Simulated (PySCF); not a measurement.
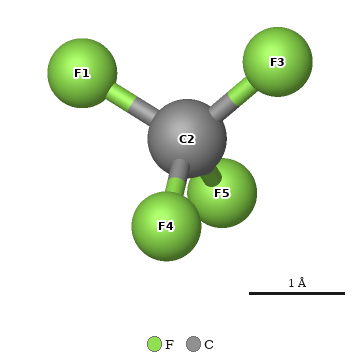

Fig. 1: The input geometry of run 1 (ball-and-stick view, seen at a tilt; atoms are numbered from 1 in the order of the input). Bond lengths as drawn: C–F 1.32 Å.

# CF$_{4}$: one change and its effect

System: CF$_{4}$, SMILES FC(F)(F)F.
Method of run 1: GIAO PBE0/6-31G NMR shielding, non-relativistic, gas phase (PySCF 2.14.0).

The geometry comes from this level: PBE0-D3(BJ)/def2-SVP. Text and figures count atoms from 1; the logs count them from 0 in places.

Input, run 1:
```
{"job": {"kind": "nmr", "xc": "PBE0", "basis": "6-31G", "pop": true}, "charge": 0, "multiplicity": 1}
F     -0.227032     0.157017    -1.286457
C     -0.000280     0.000071     0.000003
F     -0.772034    -0.957360     0.468186
F      1.261721    -0.322970     0.185268
F     -0.262385     1.123238     0.633000
```

The first line tells a small driver script what to run in PySCF; the rest is the geometry in Å.

Launched with:
```bash
OMP_NUM_THREADS=1 python <driver script> task.json out
```

Hardware: 1 CPU thread, shared host.

Output (run 1):
```
coarse grid: 5432 points
cycle   1  E = -436.7159082176  dE =  1.151e+00  |g| = 9.914e-01  |ddm| = 2.232e+00
cycle   2  E = -436.5565297492  dE =  1.594e-01  |g| = 1.448e+00  |ddm| = 1.704e+00
cycle   3  E = -436.9254532237  dE = -3.689e-01  |g| = 2.416e-02  |ddm| = 9.418e-01
cycle   4  E = -436.9255882176  dE = -1.350e-04  |g| = 7.145e-03  |ddm| = 2.829e-02
cycle   5  E = -436.9255981316  dE = -9.914e-06  |g| = 2.820e-04  |ddm| = 5.542e-03
final grid: 57624 points
cycle   6  E = -436.9428986053  dE = -1.031e-05  |g| = 5.400e-03  |ddm| = 1.104e-02
cycle   7  E = -436.9428952800  dE =  3.325e-06  |g| = 7.068e-03  |ddm| = 7.447e-03
cycle   8  E = -436.9429036168  dE = -8.337e-06  |g| = 5.609e-05  |ddm| = 4.232e-03
cycle   9  E = -436.9429036171  dE = -3.552e-10  |g| = 2.859e-05  |ddm| = 4.738e-05
converged SCF energy = -436.9429036171

GIAO shielding tensors (ppm)
atom      isotropic    diamagn.    paramagn.     s11        s22        s33       span
  0 F      256.097     473.087    -216.990    204.979    205.068    358.243    153.264
  1 C       72.803     237.076    -164.273     72.769     72.799     72.842      0.073
  2 F      256.057     473.087    -217.030    204.921    204.930    358.320    153.399
  3 F      256.009     473.091    -217.083    204.847    204.883    358.295    153.448
  4 F      256.122     473.086    -216.964    205.039    205.109    358.218    153.179
```

For run 2 the input was changed thus:
```diff
-"basis": "6-31G"
+"basis": "STO-3G"
```

Predict how the results change.

The total energy of run 2 is 3825.1 kcal/mol higher, which measures the change of basis and not a stability. The HOMO goes from −12.68 to −6.84 eV. The LUMO goes from 4.49 to 10.70 eV. Of all shieldings, the largest change is that of F4, by +143.2 ppm. The SCF takes 8 iterations against 9. The basis functions go from 45 to 25.

Output (run 2):
```
coarse grid: 5432 points
cycle   1  E = -430.6641662674  dE =  1.140e+00  |g| = 8.644e-01  |ddm| = 2.965e+00
cycle   2  E = -430.7273772759  dE = -6.321e-02  |g| = 7.778e-01  |ddm| = 1.999e+00
cycle   3  E = -430.8935983520  dE = -1.662e-01  |g| = 3.629e-03  |ddm| = 9.410e-01
cycle   4  E = -430.8936051996  dE = -6.848e-06  |g| = 3.496e-04  |ddm| = 8.780e-03
final grid: 57624 points
cycle   5  E = -430.8472889329  dE = -1.843e-06  |g| = 1.486e-03  |ddm| = 3.976e-03
cycle   6  E = -430.8472891163  dE = -1.834e-07  |g| = 1.235e-03  |ddm| = 3.144e-03
cycle   7  E = -430.8472895383  dE = -4.220e-07  |g| = 4.435e-06  |ddm| = 1.459e-03
cycle   8  E = -430.8472895383  dE = -8.185e-12  |g| = 5.045e-07  |ddm| = 9.409e-06
converged SCF energy = -430.8472895383

GIAO shielding tensors (ppm)
atom      isotropic    diamagn.    paramagn.     s11        s22        s33       span
  0 F      399.229     454.575     -55.346    368.440    414.609    414.637     46.196
  1 C      137.881     256.415    -118.534    137.867    137.878    137.898      0.031
  2 F      399.172     454.576     -55.404    368.506    414.461    414.547     46.041
  3 F      399.188     454.579     -55.392    368.477    414.523    414.562     46.085
  4 F      399.247     454.574     -55.326    368.422    414.633    414.687     46.266
```

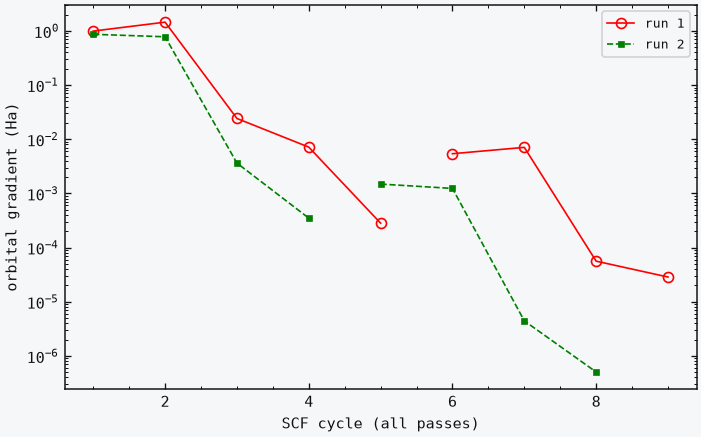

Fig. 2: Convergence of the two runs: orbital gradient against the SCF cycle. A break in a curve parts two SCF passes (coarse and final grid). Run 1 takes 9 cycles in all, and run 2 takes 8.

The two runs side by side:

```tsv
quantity	run 1	run 2
outcome	converged	converged
total energy (hartree)	−436.942904	−430.847290
HOMO (eV)	−12.68	−6.84
LUMO (eV)	4.49	10.70
dipole moment (D)	0.00	0.00
shielding of F1 (ppm)	256.1	399.2
shielding of C2 (ppm)	72.8	137.9
shielding of F3 (ppm)	256.1	399.2
shielding of F4 (ppm)	256.0	399.2
shielding of F5 (ppm)	256.1	399.2
SCF iterations	9	8
basis functions	45	25
wall time (shared host)	3.4 s	1.8 s
```
